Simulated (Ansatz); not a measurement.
**1T-FeBrI monolayer in a perpendicular field**

What dipole does a perpendicular field induce in the 1T-FeBrI monolayer? A positive field points along +c.

Main program and level: Ansatz 0.2.0; plane-wave DFT, PBE-D3(BJ), Ansatz PAW (set soft_1); PAW set soft_1.

### Step 1. Set-up

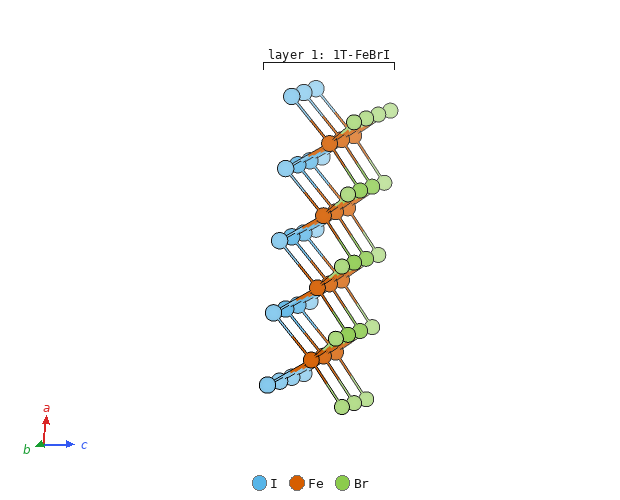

Start, viewed from the side, with the c axis across the page; iodine blue, iron orange, bromine green. 3×2×1 cells are drawn. Some periodic images of atoms are drawn too.

The cell holds 3 atoms: 1 I, 1 Fe and 1 Br. Cell: a = 3.576 Å, b = 3.576 Å, c = 37.047 Å, α = 90.0°, β = 90.0°, γ = 120.0°. Vacuum lies along c.

As a file:

```cif
data_structure
_symmetry_space_group_name_H-M 'P 1'
_symmetry_Int_Tables_number 1
_cell_length_a 3.5759
_cell_length_b 3.5759
_cell_length_c 37.0468
_cell_angle_alpha 90.000
_cell_angle_beta 90.000
_cell_angle_gamma 120.000
_cell_volume 410.26
loop_
_atom_site_label
_atom_site_type_symbol
_atom_site_fract_x
_atom_site_fract_y
_atom_site_fract_z
_atom_site_occupancy
I1 I 0.66667 0.33333 0.45888 1
Fe2 Fe 0.00000 0.00000 0.50432 1
Br3 Br 0.33333 0.66667 0.54112 1
```

### Step 2. Relaxing the slab

The starting cell is a guess, so the in-plane lattice and the atoms are relaxed first, with the slab cut off from its images along the normal.

Contents of input.yaml:

```yaml
crystal:
  lattice:
    - [3.575914, 0.0, 0.0]
    - [-1.787957, 3.0968323657, 0.0]
    - [0.0, 0.0, 37.0467907673]
  atoms:
    - { symbol: I, position: [0.6666666667, 0.3333333333, 0.4588791538] }
    - { symbol: Fe, position: [0.0, 0.0, 0.5043243863], spin: 4.0 }
    - { symbol: Br, position: [0.3333333333, 0.6666666667, 0.5411208462] }
  periodic: [true, true, false]
magnetization:
  spin_polarized: true
kpoints:
  mp_grid: { grid: [12, 12, 1] }
hamiltonian:
  xc: pbe
  dispersion: d3bj
  pseudopotentials: { kind: paw, azcp: { folder: soft_1 } }
scf:
  occupations: { method: fermi_dirac, width: 0.05 }
  convergence: { dr2_threshold: 1.0e-09 }
relax:
  f_tol: 0.004
  max_steps: 90
  cell: {}
output:
  write_potential: true
  write_density: true
  volumetric_format: npy
```

Started as:

```
> ansatz run input.yaml --threads 2 --pin off --max-ram 3072MiB --backend cpu --events-out ev --progress --plain --runs-dir out
```

Numbers of over 12 decimals in the logs are rounded to 6 here.

Log:

```text
Warning: relax.cell: scf.convergence.dr2_threshold = 1e-9 eV is looser than the 1.76243804535e-10 eV advised for a relaxation that steers and ends on the stress (1e-10 eV for each atom of the cell: 3, times the square of relax.cell.stress_2d_tol = 0.05 N/m over 13.0 Å (the atoms' height at the walk's start and 5 Å past either face), 3.832e-2 GPa, over a crystal's default 0.05). What an SCF threshold leaves in a stress goes as its square root, and in the free energy as the threshold itself, and one threshold admits the most on a small cell: [figures from the program's tests cut] Set scf.convergence.dr2_threshold to 1.76243804535e-10 eV or tighter. [rest of the remark cut]
Engine: ansatz 0.2.0, aarch64-unknown-linux-gnu
Pseudopotentials: kind: paw
Pseudopotential: I, paw, valence charge 17, recommended cutoff 420 eV (normal), soft_1/I.paw.azcp
Pseudopotential: Fe, paw, valence charge 16, recommended cutoff 420 eV (normal), soft_1/Fe.paw.azcp
Pseudopotential: Br, paw, valence charge 7, recommended cutoff 420 eV (normal), soft_1/Br.paw.azcp
Functional definition: PBE
  parameter kappa = 0.804
  parameter beta = 0.066725
  exchange = pbe_x(kappa = kappa, mu = beta*pi^2/3)
  correlation = pbe_c(beta = beta)
Crystal: 3 atoms, lattice volume = 410.256 Å³
Basis set: ecut = 420 eV, 7893 PW (Γ), exchange–correlation on 48×48×500 points (8 copies of the dense FFT grid, shifted against one another)
Bands: 27, of which v1, the nominal top of the filled ones, is band 20 counted from 1 (19 counted from 0)
Symmetry: 6 space group operations
Space group: P3m1 (ITA 156), of the structure as read, at distance tolerance 7.4e-5 Å
Magnetic group: BNS 156.49 (UNI 1279), of the structure as read, at distance tolerance 7.4e-5 Å
k-points: 19 of 144 (time reversal used)
Non-local potential: I, projectors of the file, l = 0: 2, l = 1: 2, l = 2: 2, l = 3: 1
Non-local potential: Fe, projectors of the file, l = 0: 3, l = 1: 2, l = 2: 3, l = 3: 1
Non-local potential: Br, projectors of the file, l = 0: 2, l = 1: 2, l = 2: 2
PAW form: soft (Blöchl's): semilocal exchange-correlation on the pseudo side does not see the compensation charge
PAW one-centre angular grid: I, 590 points (default); XC on 64 Gauss nodes
PAW one-centre angular grid: Fe, 590 points (default); XC on 64 Gauss nodes
PAW one-centre angular grid: Br, 110 points (default); XC on 64 Gauss nodes
Initial density: superposition of atomic densities (neutral atoms: chi_scale 0, normalization atom)
Starting moments: Σ|m| = 4 μB on 1 of 3 sites
Initial wavefunctions: pseudopotential atomic-orbital guess
Functional: x = pbe(κ = 0.804, μ = 0.219515), c = pbe(β = 0.066725)
iter 1 solved again at ethr=8.44e-4 eV; its pass at ethr=3.10e-3 eV (dr2=3.38e-1 eV) is discarded
SCF iter   1: F=—  HF=-14776.903553 eV  |F-HF|=—  |Δ(HF+E_count)|=         —  Δρ=6.04e-3 (↑4.61e-3 ↓6.04e-3)  dr2=3.43e-1  dr2_m=4.43e-2  M=3.999 μB ∫|m|=4.009 μB  β_m=0.30  ethr=8.44e-4  ⟨swp⟩=2.1  Hψ=10913  notcnv=0
Mixer restart at iter 1: flushing history
preconditioner: auto → LDOS  [metal: Δε(μ)=0.027 eV  Ē_g=10.079 eV  σ=0.050 eV  W_gap=0.13  n_scr=20 (ndim 8)  ℏωp=8.6 eV  f_vac=0.805  D(μ)=1.62/eV (n_scr^D=8)]
spin=Collinear: LDOS preconditioning applied to the charge; magnetization (m = ρ↑ − ρ↓) channel mixes plain (no charge-response kernel on spin).
SCF iter   2: F=—  HF=-14777.256808 eV  |F-HF|=—  |Δ(HF+E_count)|=   3.53e-1  Δρ=3.92e-3 (↑3.57e-3 ↓3.92e-3)  dr2=7.48e-2  dr2_m=2.83e-2  M=3.999 μB ∫|m|=4.012 μB  β_m=0.39  ethr=8.44e-4  ⟨swp⟩=5.2  Hψ=2632  notcnv=0  defer=19
SCF iter   3: F=—  HF=-14777.578872 eV  |F-HF|=—  |Δ(HF+E_count)|=         —  Δρ=4.43e-3 (↑4.43e-3 ↓3.43e-3)  dr2=3.07e-2  dr2_m=4.91e-2  M=3.904 μB ∫|m|=3.923 μB  β_m=0.39  ethr=1.87e-4  ⟨swp⟩=4.4  Hψ=2661  notcnv=0  defer=52
SCF iter   4: F=—  HF=-14777.640245 eV  |F-HF|=—  |Δ(HF+E_count)|=         —  Δρ=3.40e-3 (↑3.40e-3 ↓2.57e-3)  dr2=8.85e-3  dr2_m=2.99e-2  M=3.895 μB ∫|m|=3.917 μB  β_m=0.39  ethr=7.68e-5  ⟨swp⟩=2.7  Hψ=1697  notcnv=0  defer=53
SCF iter   5: F=—  HF=-14777.677004 eV  |F-HF|=—  |Δ(HF+E_count)|=   3.68e-2  Δρ=2.51e-3 (↑2.51e-3 ↓1.80e-3)  dr2=5.05e-3  dr2_m=1.58e-2  M=3.888 μB ∫|m|=3.912 μB  β_m=0.70  ethr=2.21e-5  ⟨swp⟩=2.5  Hψ=1627  notcnv=0  defer=53
SCF iter   6: F=—  HF=-14777.700875 eV  |F-HF|=—  |Δ(HF+E_count)|=   2.39e-2  Δρ=4.80e-4 (↑1.09e-4 ↓4.80e-4)  dr2=7.03e-4  dr2_m=2.48e-4  M=3.865 μB ∫|m|=3.896 μB  β_m=0.72  ethr=1.26e-5  ⟨swp⟩=3.2  Hψ=2269  notcnv=0  defer=53
SCF iter   7: F=—  HF=-14777.701340 eV  |F-HF|=—  |Δ(HF+E_count)|=   4.65e-4  Δρ=2.57e-4 (↑1.12e-4 ↓2.57e-4)  dr2=2.52e-4  dr2_m=7.61e-5  M=3.865 μB ∫|m|=3.897 μB  β_m=0.86  ethr=1.76e-6  ⟨swp⟩=3.2  Hψ=2324  notcnv=0  defer=55
SCF iter   8: F=—  HF=-14777.701610 eV  |F-HF|=—  |Δ(HF+E_count)|=   2.70e-4  Δρ=1.73e-4 (↑1.10e-4 ↓1.73e-4)  dr2=1.34e-4  dr2_m=3.26e-5  M=3.867 μB ∫|m|=3.898 μB  β_m=0.87  ethr=6.31e-7  ⟨swp⟩=2.9  Hψ=2056  notcnv=0  defer=55
SCF iter   9: F=—  HF=-14777.701665 eV  |F-HF|=—  |Δ(HF+E_count)|=   5.52e-5  Δρ=8.82e-5 (↑5.94e-5 ↓8.82e-5)  dr2=4.08e-5  dr2_m=6.73e-6  M=3.867 μB ∫|m|=3.898 μB  β_m=0.87  ethr=3.35e-7  ⟨swp⟩=2.9  Hψ=2142  notcnv=0  defer=55
SCF iter  10: F=—  HF=-14777.701682 eV  |F-HF|=—  |Δ(HF+E_count)|=   1.73e-5  Δρ=3.24e-5 (↑2.10e-5 ↓3.24e-5)  dr2=1.92e-5  dr2_m=1.27e-6  M=3.867 μB ∫|m|=3.897 μB  β_m=0.74  ethr=1.02e-7  ⟨swp⟩=2.9  Hψ=2206  notcnv=0  defer=55
SCF iter  11: F=—  HF=-14777.701683 eV  |F-HF|=—  |Δ(HF+E_count)|=   8.56e-7  Δρ=1.15e-5 (↑1.15e-5 ↓7.21e-6)  dr2=9.02e-7  dr2_m=2.53e-7  M=3.866 μB ∫|m|=3.897 μB  β_m=0.69  ethr=4.80e-8  ⟨swp⟩=3.3  Hψ=1986  notcnv=0  defer=55
SCF iter  12: F=—  HF=-14777.701684 eV  |F-HF|=—  |Δ(HF+E_count)|=   1.01e-6  Δρ=2.48e-6 (↑2.48e-6 ↓2.43e-6)  dr2=4.56e-8  dr2_m=1.51e-8  M=3.866 μB ∫|m|=3.897 μB  β_m=0.80  ethr=2.25e-9  ⟨swp⟩=3.1  Hψ=1842  notcnv=0  defer=55
SCF iter  13: F=—  HF=-14777.701684 eV  |F-HF|=—  |Δ(HF+E_count)|=   1.35e-7  Δρ=1.14e-6 (↑4.96e-7 ↓1.14e-6)  dr2=3.29e-9  dr2_m=1.91e-9  M=3.866 μB ∫|m|=3.897 μB  β_m=0.88  ethr=1.14e-10  ⟨swp⟩=3.2  Hψ=2261  notcnv=0  defer=55
SCF iter  14: F=—  HF=-14777.701684 eV  |F-HF|=—  |Δ(HF+E_count)|=   1.05e-8  Δρ=2.66e-7 (↑1.86e-7 ↓2.66e-7)  dr2=2.64e-10  dr2_m=1.15e-10  M=3.866 μB ∫|m|=3.897 μB  β_m=0.86  ethr=8.23e-12  ⟨swp⟩=3.1  Hψ=2172  notcnv=0  defer=55
SCF iter  15: F=-14777.701684 eV  HF=-14777.701684 eV  |F-HF|=3.20e-10  |Δ(HF+E_count)|=   1.43e-9  Δρ=7.85e-8 (↑4.02e-8 ↓7.85e-8)  dr2=3.38e-11  dr2_m=7.75e-12  M=3.866 μB ∫|m|=3.897 μB  ethr=1.00e-12  ⟨swp⟩=8.4  Hψ=7132  notcnv=0
[...]
SCF iter   3: F=—  HF=-14778.167544 eV  |F-HF|=—  |Δ(HF+E_count)|=   1.97e-3  Δρ=7.96e-6 (↑7.96e-6 ↓5.46e-6)  dr2=1.84e-7  dr2_m=6.70e-8  M=4.000 μB ∫|m|=4.024 μB  β_m=0.66  ethr=5.11e-9  ⟨swp⟩=3.9  Hψ=2658  notcnv=0
SCF iter   4: F=—  HF=-14778.167578 eV  |F-HF|=—  |Δ(HF+E_count)|=   3.47e-5  Δρ=2.47e-6 (↑2.05e-6 ↓2.47e-6)  dr2=3.07e-8  dr2_m=1.64e-8  M=4.000 μB ∫|m|=4.024 μB  β_m=0.71  ethr=4.60e-10  ⟨swp⟩=3.1  Hψ=2108  notcnv=0  defer=3
SCF iter   5: F=—  HF=-14778.167605 eV  |F-HF|=—  |Δ(HF+E_count)|=   2.64e-5  Δρ=1.05e-6 (↑1.05e-6 ↓9.85e-7)  dr2=7.25e-9  dr2_m=3.29e-9  M=4.000 μB ∫|m|=4.024 μB  β_m=0.79  ethr=7.67e-11  ⟨swp⟩=4.1  Hψ=2400  notcnv=0  defer=14
SCF iter   6: F=—  HF=-14778.167605 eV  |F-HF|=—  |Δ(HF+E_count)|=   4.10e-7  Δρ=3.36e-7 (↑2.61e-7 ↓3.36e-7)  dr2=5.63e-9  dr2_m=1.10e-10  M=4.000 μB ∫|m|=4.024 μB  β_m=0.68  ethr=1.81e-11  ⟨swp⟩=2.7  Hψ=1908  notcnv=0  defer=18
iter 7 met the thresholds in force, and the SCF goes on: an eigenvalue changes by 1.72 meV, over its tolerance of 0.05 meV (output.eigenvalues, Limitations)
SCF iter   7: F=-14778.167605 eV  HF=-14778.167605 eV  |F-HF|=2.16e-8  |Δ(HF+E_count)|=   2.70e-9  Δρ=1.66e-7 (↑7.40e-8 ↓1.66e-7)  dr2=1.22e-10  dr2_m=3.36e-11  M=4.000 μB ∫|m|=4.024 μB  β_m=0.71  ethr=2.50e-12  ⟨swp⟩=21.9  Hψ=8810  notcnv=0
iter 8 met the thresholds in force, and the SCF goes on: an eigenvalue changes by 0.33 meV, over its tolerance of 0.05 meV (output.eigenvalues, Limitations)
SCF iter   8: F=-14778.167605 eV  HF=-14778.167605 eV  |F-HF|=1.78e-10  |Δ(HF+E_count)|=   2.17e-8  Δρ=6.00e-8 (↑5.69e-8 ↓6.00e-8)  dr2=1.70e-11  dr2_m=7.78e-12  M=4.000 μB ∫|m|=4.024 μB  β_m=1.00  ethr=1.00e-12  ⟨swp⟩=8.9  Hψ=6323  notcnv=0
Mixer restart at iter 8: flushing history
iter 9 met the thresholds in force, and the SCF goes on: an eigenvalue changes by 0.14 meV, over its tolerance of 0.06 meV (output.eigenvalues, Limitations)
SCF iter   9: F=-14778.167605 eV  HF=-14778.167605 eV  |F-HF|=4.44e-10  |Δ(HF+E_count)|=  2.67e-10  Δρ=1.70e-7 (↑9.77e-8 ↓1.70e-7)  dr2=3.31e-10  dr2_m=7.98e-12  M=4.000 μB ∫|m|=4.024 μB  β_m=1.00  ethr=1.00e-12  ⟨swp⟩=7.8  Hψ=6201  notcnv=0  κ⁻¹=1.0e0(r=1)
SCF iter  10: F=-14778.167605 eV  HF=-14778.167605 eV  |F-HF|=8.37e-11  |Δ(HF+E_count)|=  8.91e-11  Δρ=3.57e-8 (↑6.25e-9 ↓3.57e-8)  dr2=1.14e-11  dr2_m=1.60e-12  M=4.000 μB ∫|m|=4.024 μB  ethr=1.00e-12  ⟨swp⟩=6.7  Hψ=5573  notcnv=0
WARN: dispersion: an atom stands within reach of a switch of its C6 between two reference coordination numbers of its element: through that C6 alone, e_disp changes by 0.025 eV or more while the distances to its neighbours run over a stretch of 0.05 Å that contains this geometry (sites counted from 0 in the run's list of atoms or, in a supercell that it derives, in that cell's: here a list of 3) — site 1 (Fe): coordination number 5.291 (about 5.05 to 5.53 with every neighbour 0.05 Å farther or nearer), switch near 5.393 between the references 1.648 (weight 1.00) and 9.138 (weight 0.00), e_disp changing by some 0.12 eV. [rest of the remark cut]
SCF 10 converged in 10 iterations: F = -14778.167605 eV  dr2 = 1.14e-11
relax step  10: F+E_penalty+E_count = -14778.16760509 eV  Δ(F+E_penalty+E_count) = -3.009e-3 eV  max|allowed force component| = 1.318e-3 eV/Å  Δτ_max = 0.0000 Å  P = +0.033 N/m  Ω = 469.728 Å³  fix = [c, alpha, beta]  reactions: c +0.000 N/m  stress off target by 3.28e-2 N/m on what of the cell is left free  SCF on the basis re-selected at this cell (its energy is not comparable with the rows above)  (10 SCF iters)
basis re-selected at this cell: Δ(F+E_penalty+E_count) = -3.009e-3 eV, ΔP = +0.034 N/m vs the last step (what re-selecting the basis moved, of the pressure what is left beyond the Pulay correction that the steps carried, after the strain that the cell walked since its last selection, with what the two solves' SCF thresholds leave and, on support functions, any second-order correction that the steps lacked; it is no measure of the basis error at this ecutwfc). The dense FFT grid was sized anew with the basis: this SCF ran on 27×27×250 points, the steps before it on 24×24×250, so part of this shift can come from that change (see relax.cell in the input reference). [rest of the remark cut]
WARN: The output density's exchange-correlation potential varies sharply where the density is thin. Do not read a vacuum level from v_tot or v_xc, or from such a field of the output density. On a cell that repeats whose density bears no net charge and no dipole along the vacuum's axis use v_es (v_loc + v_h of the components); under efield.dipole_correction with no amplitude use v_es + v_field, which holds any externa [...]
SCF converged after 10 iterations
an eigenvalue changed by more than its tolerance at an iteration that met the thresholds in force, so the SCF went on 3 times, its first undamped step at iteration 8: the last check found none over its tolerance
Magnetization: 3.9999 μB (21.9999 up, 18.0001 down)
Absolute magnetization: 4.0240 μB (∫|ρ↑−ρ↓|, with the PAW one-centre terms)
Spin contamination: 0.0171 ħ² per cell (⟨S²⟩ above its minimum at these occupations)
Per-site moments (μB) at R_I (Å): [(0.179435, 1.146950), (3.426923, 1.087116), (0.144337, 1.087116)]
Free energy (F): -14778.167605 eV
Harris-Foulkes:  -14778.167605 eV  (|F-HF|=8.37e-11)
Internal energy: -14778.145819 eV  (E = F + TS)
E sigma→0 (E₀):  -14778.156712 eV
Entropy (-TS):   -0.021786 eV (-7.262 meV/atom)
Fermi energy:    -4.988976 eV
--- Per-component energies (eV) ---
  E_band       = -1260.227403
  E_kinetic    = 613.573896
  E_local      = -94386.864889  (includes V_loc(G=0)·N_el)
  E_nonlocal   = 464.947004
  E_hartree    = 46534.443605
  E_xc         = -411.751355
  E_vxc        = -357.065782  (∫ρ·V_xc dr)
  E_paw        = -8482.983476  (= ΣΔE_a)
  E_vpaw       = -663.701262  (= ΣTr[D̂ρ^β])
  E_aug_tail   = -0.003510  (compensation charges beyond the density's cutoff)
  E_ewald      = 40891.240082
  E_disp       = -0.747175  (pairwise vdW)
  E_smearing   = -0.021786  (= −TS)
  E_closure    = 0.000000  (closes the sum)
  Σ components = -14778.167605   (vs F -14778.167605, Δ=0.00e0)
--- Forces (eV/Å), atoms counted from 1 ---
  atom   1  I      0.00000000    -0.00000000     0.00131814
  atom   2  Fe     0.00000000     0.00000000    -0.00035899
  atom   3  Br    -0.00000000     0.00000000    -0.00095897
  max |Σ_I F_I| component: 1.78e-7 eV/Å
--- 2D stress c σ (N/m, compression-positive) ---
        0.032767       0.000000      -0.000000
       -0.000000       0.032767      -0.000000
       -0.000000      -0.000000       0.000000
  P = ½ c Tr σ = 0.0328 N/m
--- Band table (eV; the first three rows and the last of 38) ---
  k-point 0 ↑: bands = [... 16 lower, -8.0078, -7.5175, -6.7220, -6.7220, -5.3000, -5.3000, -2.1329, -0.7519, ... 3 higher]
  k-point 1 ↑: bands = [... 16 lower, -8.0330, -7.4733, -6.8943, -6.7524, -5.6293, -5.3575, -1.8709, -0.5626, ... 3 higher]
  k-point 2 ↑: bands = [... 16 lower, -8.0480, -7.4372, -7.1245, -6.8611, -6.2473, -5.4823, -1.3128, -0.3661, ... 3 higher]
  k-point 18 ↓: bands = [... 16 lower, -7.7459, -4.8517, -4.7772, -4.6248, -3.9175, -3.6094, -0.6501, 0.7718, ... 3 higher]
  the weakly bound empty levels are not read free of the cell's end (no_gap_told)
--- Relaxed structure (9 steps of the walk, 8 accepted, 1 SCFs on fresh bases) ---
  F+E_penalty+E_count = -14778.16760509 eV   max|allowed force component| = 1.318e-3 eV/Å   (the final SCF, on the basis selected at the relaxed cell)
  cell:  # Å, volume = 469.7283 Å³
    - [3.826333, 0, 0]
    - [-1.913166, 3.313701, 0]
    - [0, 0, 37.0467907673]
  atoms:
    - { symbol: I, position: [0.666667, 0.333333, 0.458127] }
    - { symbol: Fe, position: [0, 0, 0.503703] }
    - { symbol: Br, position: [0.333333, 0.666667, 0.542494] }
```

It took 3.6 min on 2 threads of Arm Neoverse V2, shared host; peak memory 0.89 GiB.

The steps of the relaxation:

```csv
step,energy less that of the first step (eV),largest force component (eV/Å),volume (Å³)
1,0.0000,1.2542,410.26
2,-0.3589,0.4960,435.78
3,-0.3965,0.7205,475.27
4,-0.4518,0.1637,481.57
5,-0.4620,0.0342,473.21
6,-0.4629,0.0296,469.24
7,-0.4628,0.0328,469.51
8,-0.4629,0.0041,469.76
9,-0.4629,0.0001,469.73
10*,-0.4659,0.0013,469.73
```

Relaxation steps marked * repeat the geometry before them on a plane-wave basis chosen anew for their cell, so energy and pressure can jump there. Relaxation step 7 was tried and not accepted.

Forces are held to the 6 operations that the run works with; a distortion that breaks them can't arise in this run.

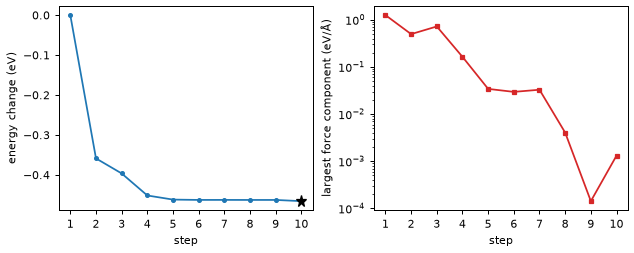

Energy and largest force along the relaxation. Stars mark steps on a basis chosen anew.

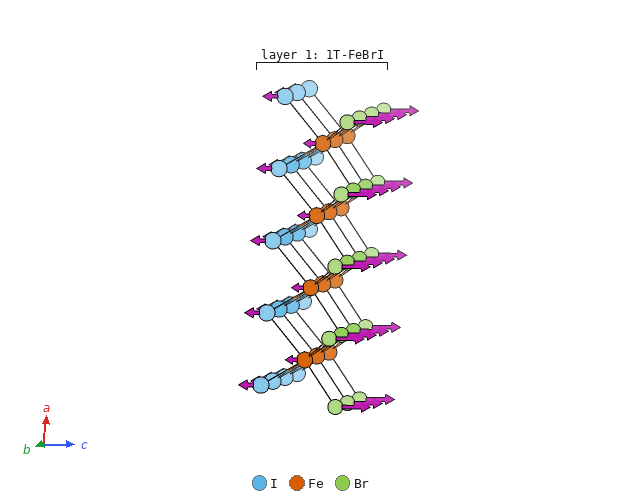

Displacements in the relaxation, exaggerated, measured against the changing cell; the longest in the cell stands for 0.05 Å. 3×2×1 cells are drawn. Some periodic images of atoms are drawn too.

```csv
cell as run,before,after,change
a (Å),3.576,3.826,+7.0 %
b (Å),3.576,3.826,+7.0 %
```

The atoms that moved most (Å, along periodic axes as changes of fractional coordinates times the final cell, across vacuum about the mean position):

```csv
atom,dx,dy,dz,length
Br3,0.000,0.000,0.051,0.051
I1,0.000,0.000,-0.028,0.028
Fe2,0.000,0.000,-0.023,0.023
```

Final coordinates:

```cif
data_structure
_symmetry_space_group_name_H-M 'P 1'
_symmetry_Int_Tables_number 1
_cell_length_a 3.8263
_cell_length_b 3.8263
_cell_length_c 37.0468
_cell_angle_alpha 90.000
_cell_angle_beta 90.000
_cell_angle_gamma 120.000
_cell_volume 469.73
loop_
_atom_site_label
_atom_site_type_symbol
_atom_site_fract_x
_atom_site_fract_y
_atom_site_fract_z
_atom_site_occupancy
I1 I 0.66667 0.33333 0.45813 1
Fe2 Fe 0.00000 0.00000 0.50370 1
Br3 Br 0.33333 0.66667 0.54249 1
```

Numbers from this step:

```
energy at zero smearing : -14778.1567 eV
total moment            : 4.000 μB
site moments            : 0.1794, 3.427, 0.1443 μB
```

Site moment by atom:

```csv
atom,site moment (μB)
I1,0.18
Fe2,3.43
Br3,0.14
```

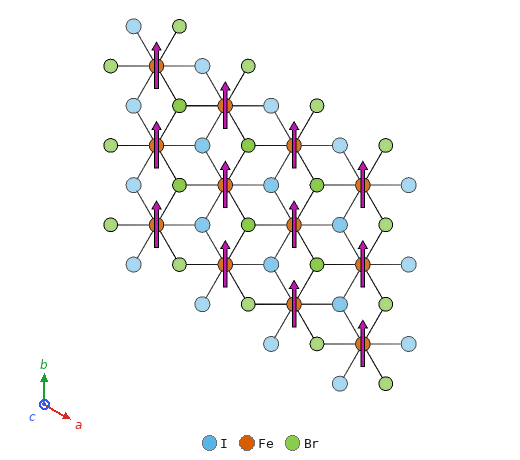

Site moment as arrows, the longest 3.43 μB. Up and down stand for the sign. Arrows give size and sign along the axis of quantisation, drawn up and down the page. 3×2×1 cells are drawn. Some periodic images of atoms are drawn too.

The lattice constant a goes from 3.576 to 3.826 Å.

(Continued in part 2 of 2.)

[Logs are printed without paths, hosts, clocks, repeated set-up lines and the standing remarks that a program may print on its own settings, such as how far it seeks lower states.]

[Hosts, paths, dates, database ids (printed as entryN), source tags and the programs' standing remarks are cut or masked in the printed files.]

[Maps of the electrostatic potential energy from Ansatz leave out the sawtooth potential of an applied field or a dipole correction, so their vacuum need not be flat; planar profiles and work functions include it.]
